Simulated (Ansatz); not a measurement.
Molecular dynamics of SiH₂Cl₂O (part 4 of 4)

The same run, continued: SiH₂Cl₂O; RKS B3LYP/def2-SVP (Ansatz 0.2.0). It belongs to a series of runs on one base structure; here: dynamics from the highest image of the converged band.

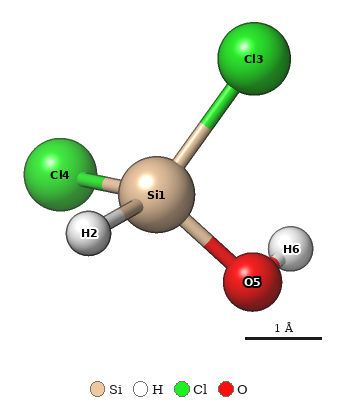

*The geometry at step 167 of the log (ball-and-stick view, seen at a tilt; atoms are numbered from 1 in the order of the input).*

Trajectory as extended XYZ, continued
```
6
Properties=species:S:1:pos:R:3:forces:R:3 step=131 time_fs=65.5 energy=-34994.36285 temperature=3300.5
Si   -0.0677    0.0802    0.2865   -5.8171   2.5687   1.6767
H    -0.3462    0.4759    1.8638   -0.8188  -0.4044  -2.2103
Cl    1.7374   -0.1459    0.6406    6.7872  -0.8280   0.1642
Cl   -0.6522    1.6917   -0.9870    0.4789  -0.7788   0.5944
O    -0.8073   -1.2310   -0.2573   -1.0259  -0.1317   0.0013
H    -0.6223   -2.0728   -0.6513    0.3957  -0.4258  -0.2262
6
Properties=species:S:1:pos:R:3:forces:R:3 step=134 time_fs=67.0 energy=-34994.05747 temperature=2713.5
Si   -0.0805    0.0805    0.2877   -4.9460   2.6140   1.6610
H    -0.1432    0.4174    1.8665   -1.8697  -0.0727  -1.7658
Cl    1.7266   -0.1446    0.6371    7.3497  -0.9507  -0.2392
Cl   -0.6454    1.6946   -0.9880    0.3684  -0.7936   0.6650
O    -0.7914   -1.2400   -0.2483   -1.6777   1.1199   0.7613
H    -0.5776   -2.0279   -0.6741    0.7753  -1.9169  -1.0823
6
Properties=species:S:1:pos:R:3:forces:R:3 step=137 time_fs=68.5 energy=-34993.79425 temperature=2202.7
Si   -0.0971    0.0828    0.2902   -3.9920   2.6036   1.4412
H     0.0196    0.3574    1.8317   -2.7845   0.2960  -0.9611
Cl    1.7202   -0.1438    0.6335    7.6868  -1.0363  -0.7144
Cl   -0.6384    1.6970   -0.9886    0.2720  -0.7593   0.6815
O    -0.7778   -1.2479   -0.2383   -1.6239  -0.5332  -0.0124
H    -0.5176   -2.0190   -0.7174    0.4417  -0.5709  -0.4349
6
Properties=species:S:1:pos:R:3:forces:R:3 step=140 time_fs=70.0 energy=-34993.53974 temperature=1713.4
Si   -0.1168    0.0871    0.2938   -3.1294   2.4789   0.9552
H     0.1231    0.3037    1.7766   -3.3541   0.6260   0.0722
Cl    1.7186   -0.1437    0.6294    7.6822  -1.0462  -1.1236
Cl   -0.6313    1.6989   -0.9888    0.1920  -0.6930   0.6542
O    -0.7662   -1.2565   -0.2284   -1.1331  -2.6334  -1.3235
H    -0.4487   -2.0219   -0.7693   -0.2577   1.2677   0.7654
6
Properties=species:S:1:pos:R:3:forces:R:3 step=143 time_fs=71.5 energy=-34993.45808 temperature=1558.0
Si   -0.1389    0.0934    0.2981   -2.3549   2.1410   0.2158
H     0.1550    0.2633    1.7231   -3.4631   0.8477   1.1105
Cl    1.7216   -0.1442    0.6247    7.1592  -0.9411  -1.3363
Cl   -0.6240    1.7004   -0.9886    0.1155  -0.6214   0.6121
O    -0.7563   -1.2685   -0.2202   -0.8497  -3.1589  -1.8127
H    -0.3846   -1.9998   -0.8060   -0.6070   1.7328   1.2107
6
Properties=species:S:1:pos:R:3:forces:R:3 step=146 time_fs=73.0 energy=-34993.71559 temperature=2053.9
Si   -0.1628    0.1012    0.3026   -1.4874   1.5804  -0.5174
H     0.1130    0.2410    1.6930   -3.1906   0.9257   1.8210
Cl    1.7290   -0.1452    0.6191    6.0412  -0.7143  -1.3100
Cl   -0.6167    1.7016   -0.9880    0.0276  -0.5565   0.5762
O    -0.7475   -1.2847   -0.2144   -1.0562  -2.1461  -1.2101
H    -0.3327   -1.9425   -0.8183   -0.3345   0.9108   0.6403
6
Properties=species:S:1:pos:R:3:forces:R:3 step=149 time_fs=74.5 energy=-34994.18165 temperature=2953.7
Si   -0.1878    0.1103    0.3067   -0.4396   0.9260  -0.6910
H     0.0026    0.2383    1.7009   -2.7299   0.8527   1.7511
Cl    1.7400   -0.1468    0.6128    4.4804  -0.4085  -1.0944
Cl   -0.6093    1.7024   -0.9870   -0.0655  -0.4863   0.5322
O    -0.7403   -1.3037   -0.2101   -1.8119  -0.3734   0.2188
H    -0.2869   -1.8667   -0.8182    0.5664  -0.5105  -0.7167
6
Properties=species:S:1:pos:R:3:forces:R:3 step=152 time_fs=76.0 energy=-34994.72214 temperature=3997.1
Si   -0.2132    0.1201    0.3103    0.5123   0.3392   0.0557
H    -0.1664    0.2538    1.7449   -2.1453   0.6554   0.7252
Cl    1.7538   -0.1485    0.6058    2.8365  -0.0981  -0.7989
Cl   -0.6020    1.7029   -0.9858   -0.1398  -0.3912   0.4487
O    -0.7354   -1.3233   -0.2057   -1.9698   0.3256   0.7357
H    -0.2297   -1.7999   -0.8320    0.9060  -0.8309  -1.1665
6
Properties=species:S:1:pos:R:3:forces:R:3 step=155 time_fs=77.5 energy=-34995.15908 temperature=4837.9
Si   -0.2383    0.1302    0.3140    0.9500  -0.1583   1.2772
H    -0.3813    0.2833    1.8038   -1.3458   0.3945  -0.7120
Cl    1.7694   -0.1503    0.5983    1.4291   0.1619  -0.5195
Cl   -0.5948    1.7031   -0.9842   -0.1792  -0.2704   0.3210
O    -0.7330   -1.3426   -0.2004   -0.6473  -0.1710  -0.5146
H    -0.1556   -1.7489   -0.8678   -0.2069   0.0434   0.1479
6
Properties=species:S:1:pos:R:3:forces:R:3 step=158 time_fs=79.0 energy=-34995.25769 temperature=5031.3
Si   -0.2626    0.1402    0.3186    0.8361  -0.6315   2.2366
H    -0.6249    0.3213    1.8479   -0.3842   0.1362  -1.8285
Cl    1.7858   -0.1521    0.5904    0.3495   0.3571  -0.2917
Cl   -0.5877    1.7032   -0.9825   -0.1876  -0.1437   0.1732
O    -0.7316   -1.3620   -0.1958    0.7219  -0.1967  -1.6286
H    -0.0859   -1.6979   -0.9008   -1.3357   0.4785   1.3390
6
Properties=species:S:1:pos:R:3:forces:R:3 step=161 time_fs=80.5 energy=-34995.16384 temperature=4852.0
Si   -0.2863    0.1497    0.3250    0.4323  -1.0870   2.6595
H    -0.8768    0.3624    1.8537    0.5431  -0.0773  -2.3582
Cl    1.8025   -0.1536    0.5824   -0.4472   0.4937  -0.1165
Cl   -0.5807    1.7032   -0.9807   -0.1749  -0.0311   0.0304
O    -0.7292   -1.3817   -0.1933    1.2338   0.4809  -1.7074
H    -0.0435   -1.6377   -0.9067   -1.5871   0.2208   1.4923
6
Properties=species:S:1:pos:R:3:forces:R:3 step=164 time_fs=82.0 energy=-34995.02416 temperature=4581.0
Si   -0.3097    0.1583    0.3334   -0.0290  -1.4789   2.6379
H    -1.1173    0.4018    1.8094    1.3077  -0.2374  -2.4000
Cl    1.8189   -0.1548    0.5744   -1.0402   0.5850   0.0193
Cl   -0.5738    1.7032   -0.9788   -0.1453   0.0567  -0.0931
O    -0.7253   -1.4007   -0.1930    0.7033   1.4694  -0.7367
H    -0.0337   -1.5733   -0.8821   -0.7965  -0.3948   0.5726
6
Properties=species:S:1:pos:R:3:forces:R:3 step=167 time_fs=83.5 energy=-34994.80884 temperature=4166.1
Si   -0.3331    0.1658    0.3438   -0.4170  -1.7797   2.2903
H    -1.3300    0.4362    1.7139    1.8699  -0.3506  -2.1063
Cl    1.8346   -0.1556    0.5663   -1.4901   0.6457   0.1336
Cl   -0.5670    1.7032   -0.9770   -0.0985   0.1184  -0.1910
O    -0.7205   -1.4176   -0.1936   -0.6265   2.3209   0.8913
H    -0.0395   -1.5173   -0.8464    0.7622  -0.9547  -1.0180
6
Properties=species:S:1:pos:R:3:forces:R:3 step=170 time_fs=85.0 energy=-34994.61544 temperature=3793.7
Si   -0.3568    0.1719    0.3560   -0.6404  -2.0281   1.6365
H    -1.5028    0.4631    1.5735    2.1992  -0.4191  -1.5616
Cl    1.8495   -0.1561    0.5583   -1.8199   0.6897   0.2425
Cl   -0.5602    1.7033   -0.9754   -0.0321   0.1625  -0.2625
O    -0.7164   -1.4316   -0.1931   -1.0133   2.6768   1.4612
H    -0.0307   -1.4812   -0.8309    1.3064  -1.0818  -1.5161
6
Properties=species:S:1:pos:R:3:forces:R:3 step=173 time_fs=86.5 energy=-34994.51758 temperature=3601.5
Si   -0.3810    0.1765    0.3694   -0.5889  -2.2791   0.6665
H    -1.6287    0.4811    1.3999    2.2163  -0.4322  -0.7919
Cl    1.8632   -0.1561    0.5505   -2.0435   0.7240   0.3521
Cl   -0.5535    1.7035   -0.9738    0.0557   0.1974  -0.3110
O    -0.7135   -1.4418   -0.1909    0.3339   2.7368   0.3411
H     0.0031   -1.4679   -0.8449    0.0264  -0.9470  -0.2569
6
Properties=species:S:1:pos:R:3:forces:R:3 step=176 time_fs=88.0 energy=-34994.34960 temperature=3277.2
Si   -0.4056    0.1793    0.3833   -0.1113  -2.5401  -0.5516
H    -1.7075    0.4899    1.2095    1.7760  -0.3626   0.1757
Cl    1.8757   -0.1557    0.5429   -2.1893   0.7453   0.4566
Cl   -0.5467    1.7038   -0.9725    0.1628   0.2261  -0.3418
O    -0.7102   -1.4484   -0.1881    1.5386   2.7020  -0.6815
H     0.0377   -1.4750   -0.8646   -1.1769  -0.7706   0.9427
6
Properties=species:S:1:pos:R:3:forces:R:3 step=179 time_fs=89.5 energy=-34994.11030 temperature=2814.8
Si   -0.4302    0.1801    0.3968    0.8969  -2.8047  -1.8258
H    -1.7491    0.4911    1.0230    0.7753  -0.1875   1.2061
Cl    1.8869   -0.1549    0.5355   -2.2808   0.7503   0.5479
Cl   -0.5398    1.7042   -0.9714    0.2801   0.2513  -0.3573
O    -0.7050   -1.4514   -0.1862    1.6826   2.5897  -0.7838
H     0.0486   -1.4986   -0.8656   -1.3540  -0.5992   1.2130
6
Properties=species:S:1:pos:R:3:forces:R:3 step=182 time_fs=91.0 energy=-34993.82748 temperature=2268.2
Si   -0.4542    0.1788    0.4089    2.1715  -3.0151  -2.8269
H    -1.7745    0.4884    0.8620   -0.4969   0.0332   1.9853
Cl    1.8967   -0.1535    0.5285   -2.3279   0.7392   0.6205
Cl   -0.5328    1.7048   -0.9705    0.3877   0.2703  -0.3511
O    -0.6975   -1.4508   -0.1853    0.7044   2.4891   0.0704
H     0.0322   -1.5353   -0.8421   -0.4388  -0.5166   0.5017
6
Properties=species:S:1:pos:R:3:forces:R:3 step=185 time_fs=92.5 energy=-34993.53286 temperature=1701.2
Si   -0.4765    0.1751    0.4188    2.9262  -3.0021  -3.3061
H    -1.8096    0.4861    0.7430   -1.2052   0.1197   2.2465
Cl    1.9050   -0.1518    0.5219   -2.3346   0.7156   0.6725
Cl   -0.5255    1.7056   -0.9698    0.4604   0.2673  -0.3075
O    -0.6892   -1.4468   -0.1842   -0.9412   2.5204   1.4419
H     0.0074   -1.5835   -0.8088    1.0943  -0.6209  -0.7474
6
Properties=species:S:1:pos:R:3:forces:R:3 step=188 time_fs=94.0 energy=-34993.39000 temperature=1424.5
Si   -0.4966    0.1692    0.4262    2.6922  -2.6470  -3.3770
H    -1.8689    0.4860    0.6717   -0.8410  -0.0249   2.0976
Cl    1.9119   -0.1495    0.5157   -2.3041   0.6862   0.7081
Cl   -0.5180    1.7065   -0.9693    0.4790   0.2235  -0.2148
O    -0.6820   -1.4395   -0.1812   -1.3934   2.3304   1.6353
H     0.0041   -1.6449   -0.7896    1.3673  -0.5682  -0.8492
6
Properties=species:S:1:pos:R:3:forces:R:3 step=191 time_fs=95.5 energy=-34993.36780 temperature=1378.4
Si   -0.5147    0.1612    0.4310    1.9494  -2.0351  -3.2755
H    -1.9453    0.4852    0.6453    0.1131  -0.2676   1.8105
Cl    1.9175   -0.1469    0.5099   -2.2521   0.6541   0.7325
Cl   -0.5101    1.7076   -0.9689    0.4401   0.1330  -0.0784
O    -0.6766   -1.4290   -0.1762   -0.2340   1.3945   0.3380
H     0.0273   -1.7173   -0.7861   -0.0165   0.1211   0.4729
6
Properties=species:S:1:pos:R:3:forces:R:3 step=194 time_fs=97.0 energy=-34993.29743 temperature=1244.5
Si   -0.5312    0.1516    0.4333    1.3229  -1.3185  -3.0900
H    -2.0195    0.4787    0.6580    0.9940  -0.4487   1.5134
Cl    1.9216   -0.1439    0.5046   -2.2039   0.6186   0.7508
Cl   -0.5020    1.7087   -0.9686    0.3552   0.0063   0.0812
O    -0.6715   -1.4167   -0.1707    0.6309   0.2480  -0.6762
H     0.0508   -1.7870   -0.7733   -1.0991   0.8942   1.4209
6
Properties=species:S:1:pos:R:3:forces:R:3 step=197 time_fs=98.5 energy=-34993.28887 temperature=1228.6
Si   -0.5467    0.1410    0.4332    1.0114  -0.5823  -2.8258
H    -2.0727    0.4628    0.7032    1.5600  -0.5187   1.2300
Cl    1.9244   -0.1405    0.4997   -2.1756   0.5794   0.7666
Cl   -0.4937    1.7098   -0.9682    0.2403  -0.1390   0.2414
O    -0.6656   -1.4040   -0.1661    0.4832  -0.4853  -0.7961
H     0.0524   -1.8383   -0.7315   -1.1193   1.1459   1.3839
6
Properties=species:S:1:pos:R:3:forces:R:3 step=200 time_fs=100.0 energy=-34993.38275 temperature=1408.1
Si   -0.5614    0.1300    0.4309    0.9886   0.1515  -2.4843
H    -2.0929    0.4359    0.7750    1.8157  -0.4892   0.9641
Cl    1.9258   -0.1367    0.4953   -2.1698   0.5379   0.7808
Cl   -0.4852    1.7109   -0.9677    0.1062  -0.2891   0.3880
O    -0.6592   -1.3919   -0.1624   -0.7035  -0.4764  -0.1319
H     0.0317   -1.8663   -0.6612   -0.0373   0.5652   0.4833
```

This output came from the following input.

Input
```yaml
crystal:
  periodic: [false, false, false]
  atoms:
    - { symbol: Si, position_ang: [-0.475803, 0.149149, 0.343656] }
    - { symbol: H, position_ang: [0.668332, 0.15801, 1.465004] }
    - { symbol: Cl, position_ang: [2.116662, -0.182659, 0.728736] }
    - { symbol: Cl, position_ang: [-0.676351, 1.67277, -1.029515] }
    - { symbol: O, position_ang: [-0.929373, -1.209616, -0.47334] }
    - { symbol: H, position_ang: [-0.816767, -2.056956, -0.01994] }
basis:
  gaussian: { orbitals: def2-SVP }
hamiltonian:
  xc: b3lyp
md:
  timestep: 0.5
  n_steps: 200
  ensemble: nve
  temperature: 300.0
  initial_velocities: maxwell_boltzmann
  seed: 5826
```

Launch command:
```bash
ansatz run input.yaml --threads 1 --pin off --max-ram 2048MiB --backend cpu --events-out ev --progress --plain --runs-dir out
```

Summary

```json
{"quantity": "outcome", "value": "finished"}
{"quantity": "mean temperature over the second half", "value": "2979 K"}
{"quantity": "trajectory", "value": "200 steps, 100 fs"}
{"quantity": "ensemble", "value": "nve"}
{"quantity": "temperature in the input", "value": "300.0 K"}
{"quantity": "time step", "value": "0.5 fs"}
{"quantity": "potential energy (last step)", "value": "−34993.3830 eV"}
{"quantity": "mean-field energy (last step)", "value": "−34993.3830 eV"}
{"quantity": "largest force (length of the vector) (last step)", "value": "2.678 eV/Å"}
{"quantity": "hardware", "value": "1 thread of Arm Neoverse V1, 24 GiB of memory available, shared host"}
{"quantity": "wall time", "value": "9.5 min"}
{"quantity": "peak memory", "value": "0.15 GiB"}
```

Remarks

So short a trajectory is not equilibrated.
